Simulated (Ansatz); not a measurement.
# Sn wire along [100], 25 atoms a period, H-terminated: bands by functional, part 2 of 2

Aim: is the Sn wire along [100], 25 atoms a period, H-terminated a metal or a semiconductor?

Ansatz 0.2.0; DFT PBE, plane waves, PAW; relaxation of a wire's period; PAW set soft_1 (the session's first sound run).

So far. Step 2 (Relaxing the period): The cell's length comes to 6.624 Å with spin left out.

## (3) Bands of the perfect wire

This step: DFT PBE, plane waves, PAW; bands of a perfect wire; PAW set soft_1 (Ansatz 0.2.0).

At the relaxed period the bands are computed along the axis; those that cross an energy going forward count the channels that a perfect wire would open there.

Contents of input.yaml:

```yaml
crystal:
  lattice:
    - [22.121, 0.0, 0.0]
    - [0.0, 22.121, 0.0]
    - [0.0, 0.0, 6.6237761486]
  atoms:
    - { symbol: Sn, position: [0.350176478, 0.5, 0.0] }
    - { symbol: Sn, position: [0.5, 0.350176478, 0.0] }
    - { symbol: Sn, position: [0.5, 0.649823522, 0.0] }
    - { symbol: Sn, position: [0.649823522, 0.5, 0.0] }
    - { symbol: H, position: [0.231021947, 0.380944131, 0.101091651] }
    - { symbol: H, position: [0.380944131, 0.231021947, 0.101091651] }
    - { symbol: H, position: [0.619055869, 0.768978053, 0.101091651] }
    - { symbol: H, position: [0.768978053, 0.619055869, 0.101091651] }
    - { symbol: Sn, position: [0.276207967, 0.426373032, 0.253817418] }
    - { symbol: Sn, position: [0.426373032, 0.276207967, 0.253817418] }
    - { symbol: Sn, position: [0.425106276, 0.574893724, 0.249645444] }
    - { symbol: Sn, position: [0.574893724, 0.425106276, 0.249645444] }
    - { symbol: Sn, position: [0.573626968, 0.723792033, 0.253817418] }
    - { symbol: Sn, position: [0.723792033, 0.573626968, 0.253817418] }
    - { symbol: H, position: [0.155271827, 0.544316405, 0.351070583] }
    - { symbol: H, position: [0.306127739, 0.693872261, 0.352003603] }
    - { symbol: H, position: [0.455683595, 0.844728173, 0.351070583] }
    - { symbol: H, position: [0.544316405, 0.155271827, 0.351070583] }
    - { symbol: H, position: [0.693872261, 0.306127739, 0.352003603] }
    - { symbol: H, position: [0.844728173, 0.455683595, 0.351070583] }
    - { symbol: Sn, position: [0.201936667, 0.5, 0.5] }
    - { symbol: Sn, position: [0.351445417, 0.351445417, 0.494930088] }
    - { symbol: Sn, position: [0.351445417, 0.648554583, 0.505069912] }
    - { symbol: Sn, position: [0.5, 0.201936667, 0.5] }
    - { symbol: Sn, position: [0.5, 0.5, 0.5] }
    - { symbol: Sn, position: [0.5, 0.798063333, 0.5] }
    - { symbol: Sn, position: [0.648554583, 0.351445417, 0.505069912] }
    - { symbol: Sn, position: [0.648554583, 0.648554583, 0.494930088] }
    - { symbol: Sn, position: [0.798063333, 0.5, 0.5] }
    - { symbol: H, position: [0.155271827, 0.455683595, 0.648929417] }
    - { symbol: H, position: [0.306127739, 0.306127739, 0.647996397] }
    - { symbol: H, position: [0.455683595, 0.155271827, 0.648929417] }
    - { symbol: H, position: [0.544316405, 0.844728173, 0.648929417] }
    - { symbol: H, position: [0.693872261, 0.693872261, 0.647996397] }
    - { symbol: H, position: [0.844728173, 0.544316405, 0.648929417] }
    - { symbol: Sn, position: [0.276207967, 0.573626968, 0.746182582] }
    - { symbol: Sn, position: [0.425106276, 0.425106276, 0.750354556] }
    - { symbol: Sn, position: [0.426373032, 0.723792033, 0.746182582] }
    - { symbol: Sn, position: [0.573626968, 0.276207967, 0.746182582] }
    - { symbol: Sn, position: [0.574893724, 0.574893724, 0.750354556] }
    - { symbol: Sn, position: [0.723792033, 0.426373032, 0.746182582] }
    - { symbol: H, position: [0.231021947, 0.619055869, 0.898908349] }
    - { symbol: H, position: [0.380944131, 0.768978053, 0.898908349] }
    - { symbol: H, position: [0.619055869, 0.231021947, 0.898908349] }
    - { symbol: H, position: [0.768978053, 0.380944131, 0.898908349] }
kpoints:
  mp_grid: { grid: [1, 1, 13] }
  band_path: { path: ["Γ", Z], npoints: 90 }
scf:
  occupations: { method: fermi_dirac, width: 0.05 }
hamiltonian:
  xc: pbe
  pseudopotentials: { kind: paw, azcp: { folder: soft_1 } }
output:
  dos: { e_range: [-5, 4] }
  write_potential: true
  write_density: true
  volumetric_format: npy
```

Run with:

```sh
ansatz run input.yaml --threads 4 --pin off --max-ram 16384MiB --backend cpu --events-out ev --progress --plain --runs-dir out
```

Numbers of over 12 decimals in the logs are rounded to 6 here.

The log of the run:

```text
[...]
Crystal: 45 atoms, lattice volume = 3241.270 Å³
Basis set: ecut = 420 eV, 63223 PW (Γ)
Bands: 230, of which v1, the nominal top of the filled ones, is band 185 counted from 1 (184 counted from 0)
Symmetry: 8 space group operations
[...]
k-points: 7 of 13
[...]
SCF iter   1: F=—  HF=-150921.716711 eV  |F-HF|=—  |Δ(HF+E_count)|=         —  Δρ=2.49e-2  dr2=2.09e1  ethr=3.10e-3  ⟨swp⟩=6.9  Hψ=6701  notcnv=0  defer=69
[...]
SCF iter  12: F=-150915.920238 eV  HF=-150915.920238 eV  |F-HF|=2.91e-10  |Δ(HF+E_count)|=   2.82e-9  Δρ=1.03e-7  dr2=5.27e-10  ethr=2.21e-12  ⟨swp⟩=1.0  Hψ=4303  notcnv=0
SCF 1 converged in 12 iterations: F = -150915.920238 eV  dr2 = 5.27e-10
[...]
NSCF: frozen V_eff on 91 k-points
WARN: pass on a band path, mesh or list of k-points: the 91 k-points are solved 3 at a time at the most, because the 14.40 GiB of host memory that the pass is priced against does not hold them all with the solver's workspace as planned. The pass can take longer, above all where fewer k-points are solved at a time than the run has threads. As a rule a larger memory budget leaves room for more at once. The budget is what a run with no `--max-ram-frac` typed is planned for, 0.8 of the host's memory or its container's limit. More memory there lifts it, and so does a share over 0.88 that is typed (of such a share the budget is ten elevenths): [rest of the remark cut]
WARN: The input density's exchange-correlation potential varies sharply where the density is thin. Do not read a vacuum level from v_tot or v_xc, or from such a field of the output density. On a cell that repeats whose density bears no net charge and no dipole along the vacuum's axis use v_es (v_loc + v_h of the components); under efield.dipole_correction with no amplitude use v_es + v_field, which holds any external [...]
SCF converged after 12 iterations
an eigenvalue changed by more than its tolerance at an iteration that met the thresholds in force, so the SCF went on 2 times: the last check was not made
the last check of whether an eigenvalue changes by more than its tolerance under the output density was not made (no_room)
Free energy (F): -150915.920238 eV
[...]
Internal energy: -150915.920237 eV  (E = F + TS)
E sigma→0 (E₀):  -150915.920237 eV
Entropy (-TS):   -0.000000 eV (-0.000 meV/atom)
Fermi energy:    -1.101237 eV
[...]
--- Band table (eV; the first three rows and the last of 7) ---
  k-point 0: bands = [... 181 lower, -2.0977, -2.0977, -2.0968, -1.9383, -0.2801, 0.3958, 0.4079, 0.4274, ... 41 higher]
  k-point 1: bands = [... 181 lower, -2.1333, -2.0908, -2.0908, -1.9571, -0.2590, 0.4009, 0.4009, 0.4376, ... 41 higher]
  k-point 2: bands = [... 181 lower, -2.2299, -2.0739, -2.0739, -2.0128, -0.1990, 0.2871, 0.2871, 0.4502, ... 41 higher]
  k-point 6: bands = [... 181 lower, -2.4223, -2.3230, -2.2967, -2.2967, -0.1111, -0.0618, -0.0618, -0.0192, ... 41 higher]
```

It took 43 min on 4 threads of Intel Xeon Platinum 8259CL at 2.50GHz (Skylake/Cascade Lake), shared host; peak memory 12 GiB.

Reading the cycles: dr2 is the Hartree energy of the density residual (eV), the measure of convergence; HF is the Harris–Foulkes estimate of the energy, which meets the free energy F at convergence.

This step gave:

```
band gap : 1.658 eV
```

The electronic bands at the labelled points (eV, zero at the Fermi level; v1 is the highest filled band, c1 the lowest empty one):

```csv
point,v4,v3,v2,v1,c1,c2,c3,c4
Γ,-1.00,-1.00,-1.00,-0.84,0.82,1.50,1.51,1.53
Z,-1.32,-1.26,-1.26,-1.23,0.99,1.04,1.04,1.07
```

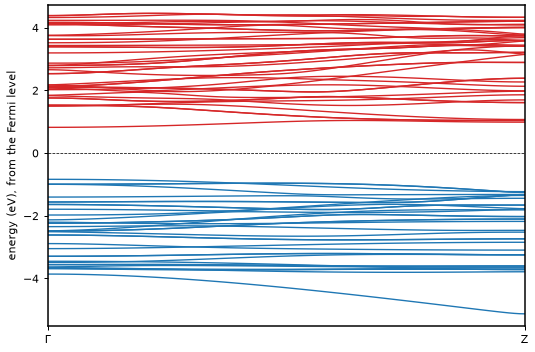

Electronic bands along the path; lines of filled and empty bands in two colours.

The gap is 1.66 eV, with spin left out.

On this path the gap is direct, 1.66 eV, with the valence top at Γ and the conduction bottom at Γ.

## (4) Another level of theory, cutoff 500 eV, k-mesh 1×1×10

This step: DFT r2SCAN, plane waves, PAW; bands of a perfect wire at the PBE geometry; PAW set soft_1 (Ansatz 0.2.0).

The atoms stay at the PBE geometry and the functional changes. r2SCAN also reads the kinetic-energy density; it often gives larger moments and wider gaps than PBE, at a higher cost. Against the first PBE run of this kind, the cutoff is 500 eV against 420 and the mesh along the wire has 10 points against 13.

input.yaml: that of step 3 with these lines changed.

```diff
@@ -52,3 +52,3 @@
 kpoints:
-  mp_grid: { grid: [1, 1, 13] }
+  mp_grid: { grid: [1, 1, 10] }
   band_path: { path: ["Γ", Z], npoints: 90 }
@@ -57,8 +57,3 @@
 hamiltonian:
-  xc: pbe
+  xc: r2scan
   pseudopotentials: { kind: paw, azcp: { folder: soft_1 } }
-output:
-  dos: { e_range: [-5, 4] }
-  write_potential: true
-  write_density: true
-  volumetric_format: npy
```

The log of the run:

```text
[...]
Crystal: 45 atoms, lattice volume = 3241.270 Å³
Basis set: ecut = 500 eV, 82169 PW (Γ), exchange–correlation on 648×648×200 points (64 copies of the dense FFT grid, shifted against one another)
Bands: 230, of which v1, the nominal top of the filled ones, is band 185 counted from 1 (184 counted from 0)
Symmetry: 8 space group operations
[...]
k-points: 6 of 10
[...]
SCF iter   1: F=—  HF=-151280.535387 eV  |F-HF|=—  |Δ(HF+E_count)|=         —  Δρ=2.38e-2  dr2=1.87e1  dr2_τ=1.52e-1  ethr=3.10e-3  ⟨swp⟩=7.0  Hψ=5579  notcnv=0  defer=59
[...]
SCF iter  10: F=-151277.387657 eV  HF=-151277.387657 eV  |F-HF|=7.85e-8  |Δ(HF+E_count)|=   2.00e-6  Δρ=9.25e-7  dr2=5.71e-8  dr2_τ=1.08e-9  ethr=2.70e-11  ⟨swp⟩=18.3  Hψ=7470  notcnv=0
SCF 1 converged in 10 iterations: F = -151277.387657 eV  dr2 = 5.71e-8
[...]
SCF converged after 10 iterations
Free energy (F): -151277.387657 eV
[...]
Internal energy: -151277.387657 eV  (E = F + TS)
E sigma→0 (E₀):  -151277.387657 eV
Fermi energy:    -1.115491 eV
[...]
--- Band table (eV; the first three rows and the last of 6) ---
  k-point 0: bands = [... 181 lower, -2.2845, -2.2708, -2.2708, -2.1113, -0.1230, 0.4515, 0.4722, 0.4805, ... 41 higher]
  k-point 1: bands = [... 181 lower, -2.3466, -2.2596, -2.2596, -2.1434, -0.0932, 0.4599, 0.4599, 0.5168, ... 41 higher]
  k-point 2: bands = [... 181 lower, -2.4999, -2.2402, -2.2402, -2.2373, -0.0168, 0.3081, 0.3081, 0.4886, ... 41 higher]
  k-point 5: bands = [... 181 lower, -2.6219, -2.5544, -2.5544, -2.5281, -0.0127, 0.0397, 0.0397, 0.0852, ... 41 higher]
```

Wall time 68 min (4 threads); peak memory 12 GiB.

Numbers from this step:

```
band gap : 1.988 eV
```

Electronic bands along the path, in eV, zero at the Fermi level; v1 is the highest filled band, c1 the lowest empty one:

```csv
point,v4,v3,v2,v1,c1,c2,c3,c4
Γ,-1.17,-1.16,-1.16,-1.00,0.99,1.57,1.59,1.60
Z,-1.51,-1.44,-1.44,-1.41,1.10,1.16,1.16,1.20
```

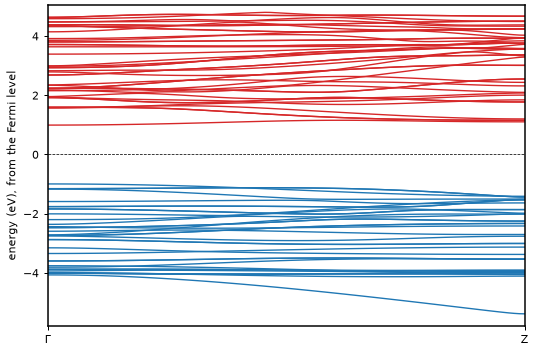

Electronic bands along the path; lines of filled and empty bands in two colours.

The gap is 1.99 eV, against 1.66 eV under PBE at the relaxed period.

## (5) Summary of results

* cell length, PBE: 6.624 Å
* gap, PBE: 1.66 eV
* gap, r2SCAN: 1.99 eV

What this shows: Under PBE the cell's length is 6.62 Å, and a gap of 1.66 eV makes it a semiconductor. At the relaxed period the wire is gapped under every functional, from 1.66 eV (PBE) to 1.99 eV (r2SCAN). Weak screening in one dimension makes quasiparticle gaps larger than the semilocal gaps, as a rule.

[Logs are printed without paths, hosts, clocks, repeated set-up lines and the standing remarks that a program may print on its own settings, such as how far it seeks lower states.]

[Hosts, paths, dates, database ids (printed as entryN), source tags and the programs' standing remarks are cut or masked in the printed files.]
